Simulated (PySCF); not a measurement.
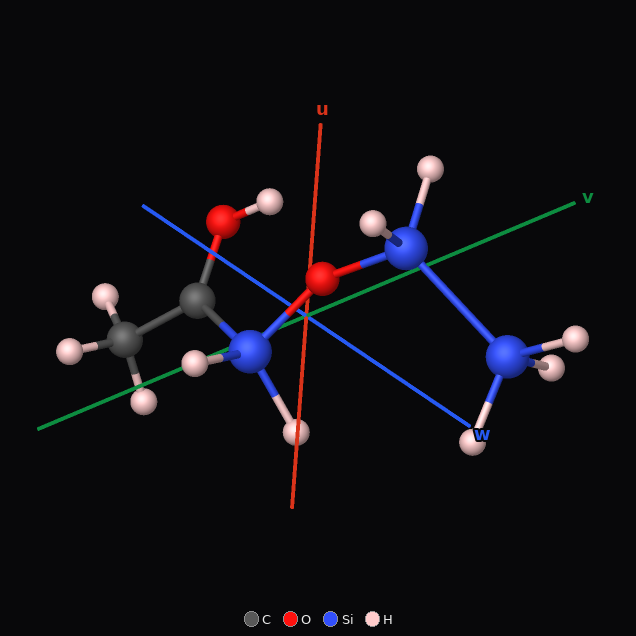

The lines u, v and w are the principal axes of the g tensor. State: neutral, doublet. Computed geometry: GFN2-xTB optimisation. No frequency run is at hand to confirm it as a minimum. Method: UKS B3LYP, pcH-1 on C H O Si, non-relativistic, mean-field spin-orbit, GIAO (PySCF 2.14.0).

Along which axis does g lie farthest from the free-electron value?

Along v: the shift is 2345 ppm.

Give the principal values and shifts.

```tsv
axis	g	shift (ppm)
u	2.00329	967
v	2.00466	2345
w	2.00218	−143
```

The geometry is semi-empirical. Around Si such bond lengths and angles can be off by a tenth of an ångström or more and by several degrees, and values that hang on the shape move with them.
